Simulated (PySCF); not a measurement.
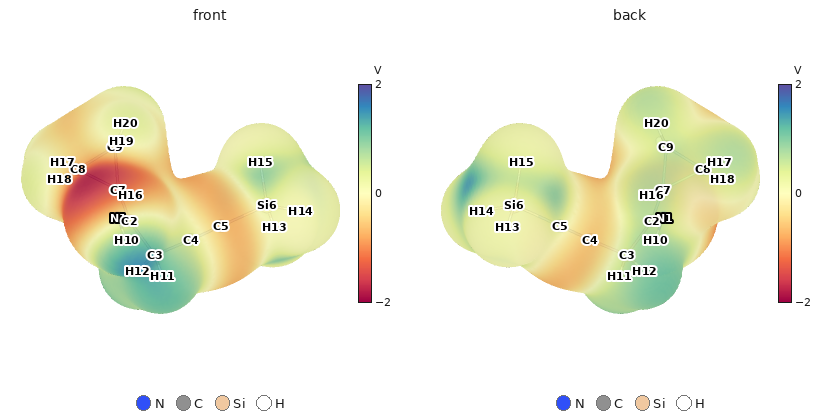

C₇H₁₁NSi (SMILES [H]/N=C(\CC#C[SiH3])C1CC1). The electrostatic potential painted on the density surface at 0.002 e/bohr³, seen from the front and from behind; red is negative and blue positive.

Geometry: GFN2-xTB.

The calculation used PySCF 2.14.0, PBE0/pcSseg-1, SCF density, gas phase, non-relativistic.

```xyz
20

N    -1.0342   -2.2995    0.3647
C    -0.6607   -1.2606   -0.2417
C     0.4958   -1.1852   -1.2290
C     1.4509   -0.1776   -0.8165
C     2.2278    0.6619   -0.4360
Si    3.4192    1.9507    0.1280
C    -1.3746    0.0095   -0.0227
C    -2.8649   -0.0269    0.2195
C    -1.9492    0.2901    1.3453
H    -0.4969   -3.1407    0.1704
H     0.9941   -2.1575   -1.3039
H     0.0933   -0.9220   -2.2134
H     3.8469    2.7217   -1.0432
H     4.5659    1.2856    0.7514
H     2.7349    2.8168    1.0920
H    -0.9749    0.8520   -0.5727
H    -3.4640    0.7620   -0.2096
H    -3.3249   -1.0025    0.2106
H    -1.7934   -0.4712    2.0927
H    -1.8963    1.3041    1.7112
```

**Describe the electrostatic potential map.**

The most negative region (about −1.8 V, or −42 kcal/mol for a unit charge) lies over N1, the most positive (about +1.5 V, or +35 kcal/mol for a unit charge) over Si6 and H10. N1 is the likeliest acceptor of a hydrogen bond.

**What dipole moment does the calculation give?**

Its dipole moment is 1.44 D.
